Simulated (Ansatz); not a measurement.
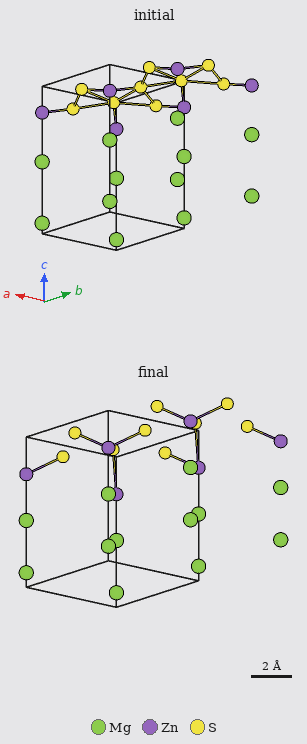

The structure of solid Mg2ZnS3 (a generated structure, set up in P31m) (coarse preliminary run) before (top) and after (bottom) a relaxation, at one scale.

The picture is a ball-and-stick view of the cell of the calculation, repeated 1 × 2 × 1 with one cell outlined, seen from a free direction.

The calculation used Ansatz 0.2.0, DFT PBE, scalar-relativistic, plane waves, PAW.

Input file:
```yaml
crystal:
  lattice:
    - [4.16355479, 0.0, 0.0]
    - [-2.08177739, 3.60574422, 0.0]
    - [0.0, 0.0, 8.44771773]
  atoms:
    - { symbol: Mg, position: [0.0, 0.0, 0.4881386] }
    - { symbol: Mg, position: [0.0, 0.0, 0.07175387] }
    - { symbol: Zn, position: [0.0, 0.0, 0.82198409] }
    - { symbol: S, position: [0.58406181, 0.0, 0.89351781] }
    - { symbol: S, position: [0.0, 0.58406181, 0.89351781] }
    - { symbol: S, position: [0.41593819, 0.41593819, 0.89351781] }
basis:
  ecutwfc: 420
kpoints:
  mp_grid: { grid: [6, 6, 2] }
hamiltonian:
  xc: pbe
scf:
  occupations: { method: gaussian, width: 0.1 }
  lower_state_search: "off"
output:
  forces: true
  stress: true
  eigenvalues: true
relax:
  adjacent_minimum: "off"
  f_tol: 0.04
  max_steps: 70
  cell: { stress_tol: 0.4 }
```

Run as
```bash
ansatz run input.yaml --threads 1 --pin off --max-ram 2560MiB --backend cpu --events-out ev --progress --plain --runs-dir out
```

**Describe what moved and what it gained.**

The atom that moves furthest relative to the cell is Zn3 (0.60 Å along −c). Largest moves by element: Zn 0.60 Å, Mg 0.38 Å, S 0.26 Å. The volume changes by +50.2 %, with a = b 4.164 → 5.055 Å (+21.4 %), c 8.448 → 8.608 Å (+1.9 %). Some distances before and after: Mg2–Zn3 2.110 → 2.966 Å, Zn3–S4 1.834 → 2.531 Å, Mg2–S4 2.860 → 3.348 Å, S4–S5 2.168 → 2.654 Å. Bond angles that change, for instance: S4–Zn3–S5 109.7° → 89.6°, Mg2–S4–Zn3 60.2° → 71.5°, S4–Mg2–S5 81.6° → 89.0°. The space group stays P31m (No. 157). Over 11 accepted moves (13 points after the start) the energy falls by 2149 meV per atom. The largest force component goes from 17 to 0.011 eV/Å. The pressure goes from 53.57 to 0.03 GPa. At 2 points the geometry stayed and the basis and grid were re-selected for the new cell (energy shift of 11.6 meV per atom at most each time). The run took 43 s on 1 thread of Intel(R) Xeon(R) 6975P-C (Granite Rapids), on a shared host, peak memory 0.45 GiB.

Limits of the set-up: the k-point mesh is coarse for a cell with partly filled bands.
